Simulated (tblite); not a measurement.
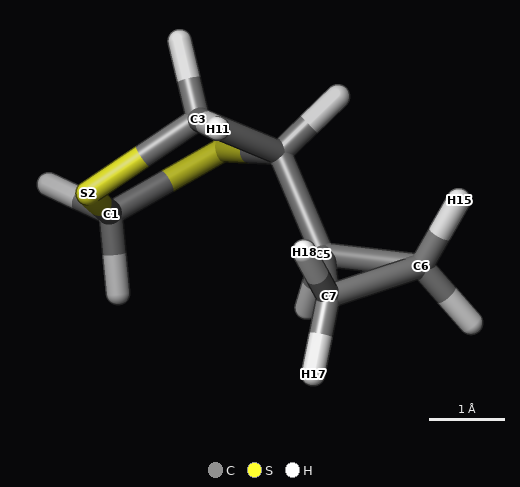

Figure 1. The structure as given in the input (stick view, seen at a tilt; atoms are numbered from 1 in the order of the input). Bond lengths as drawn: C–C 1.50 to 1.52 Å, C–H 1.08 to 1.09 Å and C–S 1.81 to 1.83 Å.

Saddle-point search, with input and output: C6H10S2

C6H10S2, computed with GFN2-xTB saddle search (eigenvector following) and harmonic vibrations, gas phase (tblite 0.8.0).

Input
```
{"job": {"xc": "GFN2-xTB", "basis": "xTB", "kind": "saddle"}, "charge": 0, "multiplicity": 1}
C     -2.531010    -0.392792    -0.150729
S     -1.961456     0.828025     1.085023
C     -0.616660     1.518917     0.068917
C     -0.069165     0.428056    -0.833692
C      0.705606    -0.675649    -0.138693
C      2.205750    -0.718130    -0.179969
C      1.502261    -0.435727     1.109238
S     -1.550692    -0.252218    -1.671221
H     -2.422398    -1.387217     0.280202
H     -3.574292    -0.202596    -0.395917
H      0.131779     1.906163     0.755502
H     -1.021915     2.339018    -0.525647
H      0.529118     0.888644    -1.625445
H      0.208427    -1.636884    -0.192977
H      2.731134     0.098327    -0.652681
H      2.691824    -1.673380    -0.310304
H      1.483177    -1.197962     1.871677
H      1.558513     0.565405     1.506715
```

The first line tells a small driver script what to run in tblite; the rest is the geometry in Å.

Run on 1 CPU thread, shared host.

Command:
```bash
OMP_NUM_THREADS=1 python <driver script> task.json out
```

Output
```
step      E/eV     max force
  0    -664.11009   0.0589
  1    -664.11277   0.0648
  2    -664.11222   0.0445
  3    -664.11252   0.0540
  4    -664.11262   0.0090
  5    -664.11263   0.0010
lowest wavenumbers (cm-1): -72.8 63.1 111.4 235.3 299.2 323.8
```

Trajectory as extended XYZ (Å, eV, eV/Å), 6 frames, from step=0 to step=5
```
18
Properties=species:S:1:pos:R:3:forces:R:3 step=0 energy=-664.11009
C    -2.5310   -0.3928   -0.1507    0.0110   0.0040  -0.0060
S    -1.9615    0.8280    1.0850    0.0060  -0.0110   0.0100
C    -0.6167    1.5189    0.0689    0.0030   0.0170   0.0070
C    -0.0692    0.4281   -0.8337    0.0060   0.0100   0.0080
C     0.7056   -0.6756   -0.1387   -0.0190  -0.0200   0.0140
C     2.2057   -0.7181   -0.1800   -0.0060  -0.0160   0.0040
C     1.5023   -0.4357    1.1092    0.0050   0.0330   0.0140
S    -1.5507   -0.2522   -1.6712    0.0110   0.0140   0.0050
H    -2.4224   -1.3872    0.2802    0.0150  -0.0090  -0.0110
H    -3.5743   -0.2026   -0.3959    0.0250  -0.0060  -0.0250
H     0.1318    1.9062    0.7555   -0.0030   0.0450   0.0010
H    -1.0219    2.3390   -0.5256   -0.0170   0.0010  -0.0040
H     0.5291    0.8886   -1.6254   -0.0030  -0.0370  -0.0170
H     0.2084   -1.6369   -0.1930   -0.0020  -0.0020  -0.0110
H     2.7311    0.0983   -0.6527   -0.0470   0.0130  -0.0330
H     2.6918   -1.6734   -0.3103   -0.0270   0.0070  -0.0070
H     1.4832   -1.1980    1.8717    0.0080  -0.0170   0.0260
H     1.5585    0.5654    1.5067    0.0350  -0.0250   0.0260
18
Properties=species:S:1:pos:R:3:forces:R:3 step=1 energy=-664.11277
C    -2.4960   -0.4007   -0.1318   -0.0200  -0.0180   0.0050
S    -1.9548    0.8653    1.0747   -0.0060  -0.0230  -0.0110
C    -0.6059    1.5415    0.0510    0.0010   0.0050   0.0040
C    -0.0695    0.4380   -0.8433    0.0030   0.0060   0.0020
C     0.6887   -0.6755   -0.1453   -0.0060  -0.0090   0.0100
C     2.1886   -0.7134   -0.1707   -0.0050  -0.0060   0.0070
C     1.4706   -0.4587    1.1170    0.0020   0.0140   0.0000
S    -1.5598   -0.2286   -1.6738   -0.0060  -0.0030   0.0200
H    -2.3261   -1.3852    0.3070   -0.0040   0.0500  -0.0300
H    -3.5538   -0.2646   -0.3545    0.0640  -0.0090   0.0040
H     0.1459    1.9373    0.7296   -0.0030   0.0150   0.0010
H    -1.0123    2.3553   -0.5518   -0.0060  -0.0010   0.0000
H     0.5346    0.8814   -1.6405   -0.0030  -0.0150  -0.0020
H     0.1938   -1.6364   -0.2262    0.0050   0.0090  -0.0020
H     2.7085    0.1159   -0.6275   -0.0210  -0.0020  -0.0090
H     2.6791   -1.6637   -0.3168   -0.0120   0.0060  -0.0020
H     1.4456   -1.2397    1.8616    0.0040   0.0030   0.0020
H     1.5228    0.5318    1.5412    0.0130  -0.0200   0.0030
18
Properties=species:S:1:pos:R:3:forces:R:3 step=2 energy=-664.11222
C    -2.4880   -0.3935   -0.1128    0.0200   0.0180  -0.0160
S    -1.9118    0.8555    1.0924    0.0140   0.0250   0.0020
C    -0.5957    1.5436    0.0339    0.0070   0.0100   0.0070
C    -0.0680    0.4324   -0.8555    0.0010   0.0010  -0.0020
C     0.6901   -0.6806   -0.1564    0.0160  -0.0140   0.0140
C     2.1907   -0.6948   -0.1576   -0.0200   0.0070   0.0260
C     1.4472   -0.4766    1.1240    0.0100   0.0020  -0.0290
S    -1.5677   -0.2370   -1.6657    0.0030   0.0080   0.0000
H    -2.3317   -1.3797    0.3194    0.0100  -0.0410   0.0140
H    -3.5421   -0.2379   -0.3250   -0.0390   0.0040  -0.0090
H     0.1649    1.9623    0.6900   -0.0200  -0.0130  -0.0140
H    -1.0282    2.3422   -0.5723    0.0060  -0.0110   0.0140
H     0.5303    0.8636   -1.6638   -0.0050  -0.0040   0.0070
H     0.2105   -1.6474   -0.2656    0.0190   0.0300   0.0060
H     2.7008    0.1527   -0.5934   -0.0180  -0.0240   0.0130
H     2.6981   -1.6344   -0.3157   -0.0070   0.0160   0.0070
H     1.4217   -1.2748    1.8512    0.0050   0.0200  -0.0190
H     1.4788    0.5044    1.5728   -0.0030  -0.0340  -0.0210
18
Properties=species:S:1:pos:R:3:forces:R:3 step=3 energy=-664.11252
C    -2.4771   -0.3992   -0.1106   -0.0220  -0.0190   0.0100
S    -1.9317    0.8838    1.0766   -0.0130  -0.0210  -0.0080
C    -0.5931    1.5512    0.0329   -0.0020  -0.0110  -0.0030
C    -0.0704    0.4373   -0.8565   -0.0010   0.0020   0.0000
C     0.6833   -0.6795   -0.1581    0.0010   0.0000   0.0030
C     2.1832   -0.6985   -0.1575   -0.0010   0.0020   0.0020
C     1.4399   -0.4797    1.1224   -0.0010  -0.0010  -0.0050
S    -1.5722   -0.2240   -1.6690   -0.0070  -0.0070   0.0140
H    -2.2833   -1.3780    0.3306   -0.0090   0.0480  -0.0230
H    -3.5401   -0.2805   -0.3153    0.0470  -0.0050   0.0110
H     0.1659    1.9561    0.6975    0.0110   0.0040   0.0090
H    -1.0078    2.3578   -0.5733   -0.0040   0.0070  -0.0090
H     0.5309    0.8666   -1.6632    0.0000   0.0000   0.0010
H     0.2020   -1.6441   -0.2691    0.0020   0.0030   0.0000
H     2.6958    0.1474   -0.5916   -0.0010  -0.0020   0.0010
H     2.6882   -1.6388   -0.3156    0.0000  -0.0020   0.0000
H     1.4123   -1.2779    1.8486    0.0010   0.0020  -0.0020
H     1.4740    0.5000    1.5712    0.0000   0.0000   0.0000
18
Properties=species:S:1:pos:R:3:forces:R:3 step=4 energy=-664.11262
C    -2.4791   -0.3958   -0.1059    0.0000   0.0010   0.0000
S    -1.9214    0.8799    1.0818   -0.0010  -0.0010  -0.0010
C    -0.5904    1.5490    0.0294    0.0000  -0.0040  -0.0010
C    -0.0704    0.4338   -0.8596   -0.0010   0.0000   0.0000
C     0.6860   -0.6815   -0.1619    0.0050  -0.0020   0.0030
C     2.1862   -0.6923   -0.1542   -0.0060   0.0030   0.0060
C     1.4352   -0.4833    1.1232    0.0020   0.0000  -0.0080
S    -1.5749   -0.2297   -1.6656    0.0000   0.0010   0.0010
H    -2.2944   -1.3753    0.3337    0.0010   0.0010   0.0000
H    -3.5396   -0.2671   -0.3095    0.0000   0.0000   0.0010
H     0.1714    1.9577    0.6889    0.0030   0.0010   0.0020
H    -1.0103    2.3532   -0.5770   -0.0020   0.0030  -0.0030
H     0.5277    0.8615   -1.6696    0.0000   0.0000   0.0010
H     0.2104   -1.6483   -0.2799    0.0040   0.0070   0.0010
H     2.6965    0.1582   -0.5821   -0.0040  -0.0050   0.0030
H     2.6969   -1.6294   -0.3141   -0.0010   0.0020   0.0010
H     1.4084   -1.2851    1.8455    0.0010   0.0020  -0.0020
H     1.4617    0.4944    1.5770   -0.0010  -0.0050  -0.0030
18
Properties=species:S:1:pos:R:3:forces:R:3 step=5 energy=-664.11263
C    -2.4780   -0.3968   -0.1069   -0.0010   0.0000   0.0000
S    -1.9242    0.8811    1.0803    0.0000   0.0000   0.0000
C    -0.5910    1.5498    0.0302    0.0000   0.0000   0.0000
C    -0.0705    0.4348   -0.8589    0.0000   0.0000   0.0000
C     0.6851   -0.6809   -0.1611    0.0000   0.0000   0.0000
C     2.1851   -0.6939   -0.1548    0.0000   0.0000   0.0000
C     1.4359   -0.4826    1.1228    0.0000   0.0000   0.0000
S    -1.5743   -0.2281   -1.6664    0.0000   0.0000   0.0000
H    -2.2900   -1.3756    0.3329    0.0000   0.0010   0.0000
H    -3.5390   -0.2715   -0.3102    0.0000   0.0000   0.0000
H     0.1704    1.9574    0.6910    0.0000   0.0000   0.0000
H    -1.0095    2.3547   -0.5764    0.0000   0.0000   0.0000
H     0.5285    0.8629   -1.6681    0.0000   0.0000   0.0000
H     0.2082   -1.6469   -0.2775    0.0000   0.0000   0.0000
H     2.6959    0.1553   -0.5841    0.0000   0.0000   0.0000
H     2.6943   -1.6318   -0.3142    0.0000   0.0000   0.0000
H     1.4090   -1.2835    1.8460    0.0000   0.0000   0.0000
H     1.4641    0.4955    1.5755    0.0000   0.0000   0.0000
```

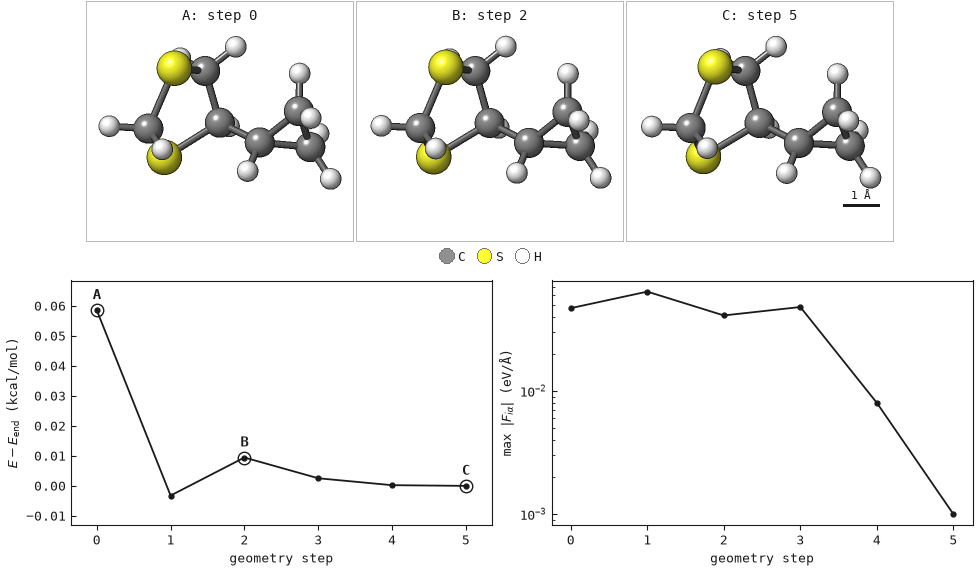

Figure 2. Frames of the saddle-point search (ball-and-stick view, seen at a tilt) above the curves, on which the letters mark them (steps are counted from 0).

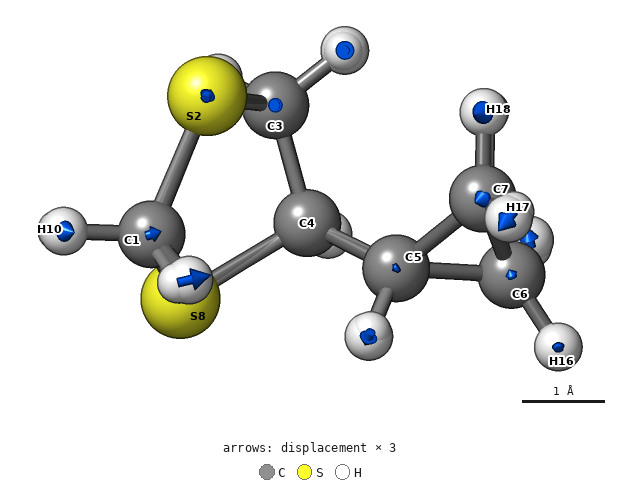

Figure 3. Start (faint) and end (solid) with the displacements as blue arrows, magnified 3 times (ball-and-stick view, seen at a tilt). The two geometries are laid on each other by the best rigid fit. H9 moves most after the best rigid fit: 0.14 Å. By element the largest moves are H 0.14 Å, C 0.08 Å, S 0.07 Å. Among the contacts that change: C1–S8 1.815 → 1.810 Å. The energy falls by 0.06 kcal/mol in 5 geometry steps. The largest force component goes from 0.047 to 0.001 eV/Å. (Atoms are counted from 1 in the order of the input.)

Key numbers

- outcome: converged
- total energy: −664.1126 eV
- point group: C1
- wall time: 2.5 s
- peak memory: 0.2 GiB
